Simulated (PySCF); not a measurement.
# Al, Al⁺: ionisation energy in pcseg-2

Wanted: the ionisation energy of aluminium, up a ladder of methods.

Program: PySCF 2.14.0. Level of theory: unrestricted determinants in a Gaussian basis, no spin-orbit coupling in the energies. These are calculated values, not measurements, unless marked.

## Step 1: The atom as given

* Element: aluminium (Z = 13)
* Basis: pcseg-2 (5s4p2d1f, 34 functions)
* Hamiltonian: no relativity, point nucleus
* State 1: Al: [Ne] 3s2 3p1, 2P determinant
* State 2: Al⁺: [Ne] 3s2, closed-shell 1S
* Methods: UHF, TPSS, B3LYP, MP2, CCSD(T)
* Core shells frozen in the correlated runs: valence: [Ne] (for Al)

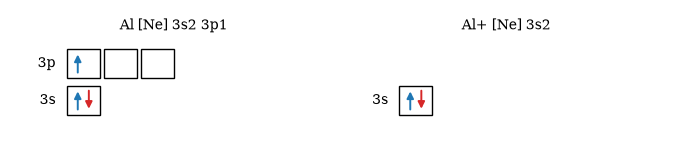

The shells outside the core, filled by Hund's rule for the drawing.

The runs were made by one driver on top of PySCF. The scripts below sum up each run's settings (the driver also hands on starting orbitals that pick excited configurations, and frozen orbitals as a list rather than a count), and the logs come from the driver's own runs. The driver starts from symmetry-adapted Hartree-Fock orbitals, holds the occupation by maximum overlap and uses a logarithmic radial grid for functionals, so a plain start would take other cycles.

The driver's launch:

```sh
> OMP_NUM_THREADS=1 python atomrun2.py TASK.json OUT
```

The integrals over 34 functions and the set-up took 0.07 s of CPU time.

## Step 2: Al: the ladder of methods

UHF:

The input, input.py:

```python
from pyscf import gto, scf, dft, mp, cc
import basis_set_exchange as bse
mol = gto.M(atom="Al 0 0 0", charge=0, spin=1, symmetry="D2h",
            basis=gto.basis.parse(bse.get_basis("pcseg-2", elements=["Al"], fmt="nwchem", header=False)))
mf = scf.UHF(mol)
mf.irrep_nelec = {'Ag': (3, 3), 'B1u': (1, 1), 'B2u': (2, 1), 'B3u': (1, 1)}
mf.kernel()
```

TPSS:

Changes to input.py:

```diff
@@ -4,3 +4,3 @@
             basis=gto.basis.parse(bse.get_basis("pcseg-2", elements=["Al"], fmt="nwchem", header=False)))
-mf = scf.UHF(mol)
+mf = dft.UKS(mol, xc="TPSS")
 mf.irrep_nelec = {'Ag': (3, 3), 'B1u': (1, 1), 'B2u': (2, 1), 'B3u': (1, 1)}
```

B3LYP:

Changes to input.py:

```diff
@@ -4,3 +4,3 @@
             basis=gto.basis.parse(bse.get_basis("pcseg-2", elements=["Al"], fmt="nwchem", header=False)))
-mf = dft.UKS(mol, xc="TPSS")
+mf = dft.UKS(mol, xc="B3LYP")
 mf.irrep_nelec = {'Ag': (3, 3), 'B1u': (1, 1), 'B2u': (2, 1), 'B3u': (1, 1)}
```

MP2 (valence):

Changes to input.py:

```diff
@@ -4,4 +4,5 @@
             basis=gto.basis.parse(bse.get_basis("pcseg-2", elements=["Al"], fmt="nwchem", header=False)))
-mf = dft.UKS(mol, xc="B3LYP")
+mf = scf.UHF(mol)
 mf.irrep_nelec = {'Ag': (3, 3), 'B1u': (1, 1), 'B2u': (2, 1), 'B3u': (1, 1)}
 mf.kernel()
+mp.UMP2(mf, frozen=5).kernel()
```

CCSD(T) (valence):

Changes to input.py:

```diff
@@ -7,2 +7,3 @@
 mf.kernel()
-mp.UMP2(mf, frozen=5).kernel()
+mycc = cc.CCSD(mf, frozen=5).run()
+mycc.ccsd_t()
```

## Step 3: Al⁺: the ladder of methods

UHF:

The input, input.py:

```python
from pyscf import gto, scf, dft, mp, cc
import basis_set_exchange as bse
mol = gto.M(atom="Al 0 0 0", charge=1, spin=0, symmetry="D2h",
            basis=gto.basis.parse(bse.get_basis("pcseg-2", elements=["Al"], fmt="nwchem", header=False)))
mf = scf.UHF(mol)
mf.irrep_nelec = {'Ag': (3, 3), 'B1u': (1, 1), 'B2u': (1, 1), 'B3u': (1, 1)}
mf.kernel()
```

TPSS:

Changes to input.py:

```diff
@@ -4,3 +4,3 @@
             basis=gto.basis.parse(bse.get_basis("pcseg-2", elements=["Al"], fmt="nwchem", header=False)))
-mf = scf.UHF(mol)
+mf = dft.UKS(mol, xc="TPSS")
 mf.irrep_nelec = {'Ag': (3, 3), 'B1u': (1, 1), 'B2u': (1, 1), 'B3u': (1, 1)}
```

B3LYP:

Changes to input.py:

```diff
@@ -4,3 +4,3 @@
             basis=gto.basis.parse(bse.get_basis("pcseg-2", elements=["Al"], fmt="nwchem", header=False)))
-mf = dft.UKS(mol, xc="TPSS")
+mf = dft.UKS(mol, xc="B3LYP")
 mf.irrep_nelec = {'Ag': (3, 3), 'B1u': (1, 1), 'B2u': (1, 1), 'B3u': (1, 1)}
```

MP2 (valence):

Changes to input.py:

```diff
@@ -4,4 +4,5 @@
             basis=gto.basis.parse(bse.get_basis("pcseg-2", elements=["Al"], fmt="nwchem", header=False)))
-mf = dft.UKS(mol, xc="B3LYP")
+mf = scf.UHF(mol)
 mf.irrep_nelec = {'Ag': (3, 3), 'B1u': (1, 1), 'B2u': (1, 1), 'B3u': (1, 1)}
 mf.kernel()
+mp.UMP2(mf, frozen=5).kernel()
```

CCSD(T) (valence):

Changes to input.py:

```diff
@@ -7,2 +7,3 @@
 mf.kernel()
-mp.UMP2(mf, frozen=5).kernel()
+mycc = cc.CCSD(mf, frozen=5).run()
+mycc.ccsd_t()
```

Q: Predict the outcome of this session.

**Answer**, as computed:

| quantity | value |
| --- | --- |
| ionisation energy, Al | UHF 5.557, CCSD(T) (valence) 5.733 eV; reference 5.977 |

Accuracy against cost (mean over 1 difference):

```tsv
method	mean absolute miss against the measured value (with the measured fine structure taken into account where it is known) (eV)	CPU time, both states (s)
UHF	0.419	0.24
TPSS	0.171	0.78
B3LYP	0.040	0.43
MP2 (valence)	0.292	0.26
SCS-MP2 (valence)	0.312	0.26
CCSD (valence)	0.262	
CCSD(T) (valence)	0.243	0.67
```

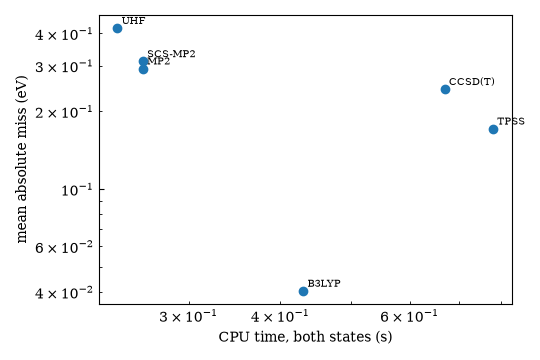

Miss against the measured value (with the measured fine structure taken into account where it is known) and CPU time.

**Reading.** Against experiment B3LYP comes closest (off by 0.04 eV) and UHF is farthest (0.42 eV). Hartree-Fock falls short because the species with more electrons holds more correlation energy, which it lacks. All values hold for this basis alone; no basis-set limit was taken. The dearest level timed, TPSS, costs 3.2 times the cheapest, UHF, and differs from the measured value (with the measured fine structure taken into account where it is known) by 0.17 against 0.42 eV.
